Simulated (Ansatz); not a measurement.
# A correction line for wB97X-V/def2-TZVPP: atomisation energy

The atomisation energy (no zero-point term) in kJ/mol of 7 Al-containing radicals: x at wB97X-V/def2-TZVPP, y at CCSD(T)/CBS estimate. Shapes, held fixed at every level: PBE0-D4/def2-TZVP. Flexible molecules stand in one conformer, not always the lowest. Programs: Ansatz 0.2.0.

| molecule | x (kJ/mol) | y (kJ/mol) |
| --- | --- | --- |
| AlS (SMILES [Al]=[S]) | 403 | 408 |
| AlCl2 (SMILES [Cl][Al][Cl]) | 808 | 808 |
| AlF2 (SMILES [F][Al][F]) | 1115 | 1134 |
| Al(SH)2 | 1362 | ? |
| AlH(NH2) | 1398 | 1393 |
| Al(OH)2 | 1779 | 1803 |
| C3H4Al (SMILES C#[C][Al][CH3]) | 3072 | 3077 |

Fit y = c + s·x to the known rows and predict y for Al(SH)2.


1. Means of the 6 rows: x = 1429.17, y = 1437.2.
2. Σ(Δx)² = 4359823, Σ(Δx·Δy) = 4365489, so the slope is 4365489/4359823 = 1.0013.
3. Intercept: 1437.2 − (1.0013) × 1429.17 = 6.2. The largest residual of the fit is 16.
4. Al(SH)2: 6.2 + 1.0013 × 1362 = 1370 kJ/mol.

CCSD(T)/CBS estimate gives 1352 kJ/mol, so the prediction is off by +18 kJ/mol, about the largest residual. Uncorrected, wB97X-V/def2-TZVPP misses it by +10 kJ/mol, and the other rows by 10 on average. The line makes this one worse. Left out in turn, the other rows are missed by 14 kJ/mol on average, worse than no correction. Open shells run unrestricted. The CBS estimate extrapolates MP2 from def2-TZVPP and def2-QZVPP and adds CCSD(T) − MP2 in the triple-zeta set, cores frozen.

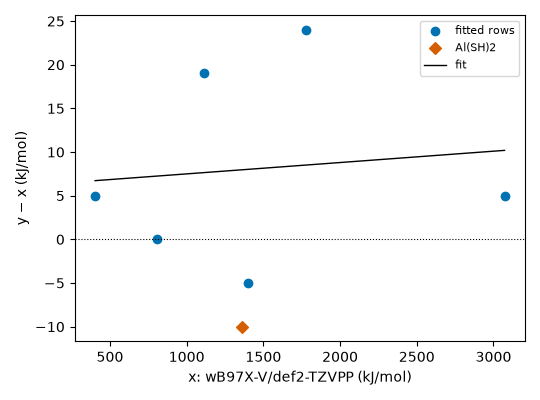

The correction y − x against x, with the fitted line and the withheld molecule.
